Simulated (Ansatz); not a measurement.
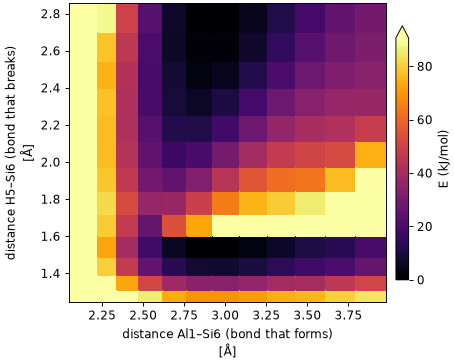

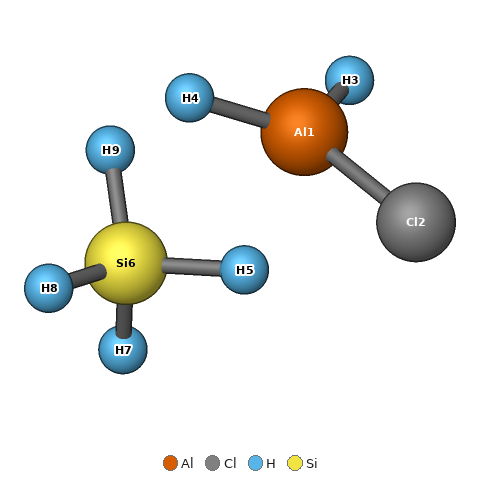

Energy landscape of the reacting system AlClH6Si (fragments AlClH₂ + H₄Si where the first distance is long, AlClH₆Si where the second is long). First axis: distance Al1–Si6 (bond that forms). Second axis: distance H5–Si6 (bond that breaks). Relaxed at each point: all other coordinates. Grid: 13 × 13 points. Points are written as (first, second). All energies are given in kJ/mol relative to the lowest grid point. Energies and slopes of some neighbouring points disagree (a jump in structure or state, or too coarse a mesh). The reference is spin-restricted, so regions where a bond is pulled apart into radicals lie too high. These are results of RKS SPW92 (LDA)/def2-SVP (Ansatz), not measurements.

The picture shows one coloured cell a grid point, one colour for all values above the top of the scale. The second picture is the structure at the lowest point.

Summarise what can be read from the map.

Answer. The lowest grid point is at (3.006 Å, 1.543 Å). The energy also falls towards the edge at (3.006 Å, 2.778 Å) (0.14 kJ/mol above the lowest), where a further well may lie outside the range. The highest grid point, (2.088 Å, 1.278 Å), lies 223 kJ/mol above the lowest.

Time for the 169 points that were run: 14 min on 1 thread of Intel(R) Xeon(R) 6975P-C (Granite Rapids), with other jobs on the host.
